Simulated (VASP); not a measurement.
Band structure of FeGe (space group P2_13). These are PBE GGA, VASP's PBE PAW potentials (set 64) (plane waves; VASP) values and carry that method's errors.

The run has a spin-polarised start.

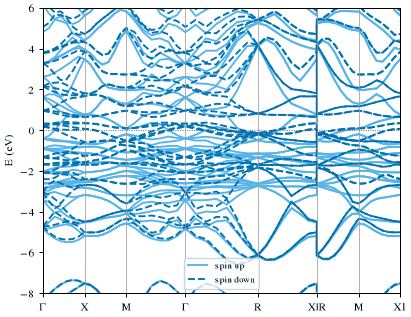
Fig. 1. Bands along high-symmetry lines, zero at the valence-band maximum or, without a gap, the Fermi level

Task: Read the plot: is there a gap, and where are the band edges?

Result: It has no gap at this level: it comes out as a metal or semimetal.

The structure comes from a computed database's FeGe entry; how it stands against other phases isn't given here. The cell was not relaxed at this level. The k-mesh is coarse (spacing up to 0.44 per Å, 2π included), so the numbers may not be converged in it.
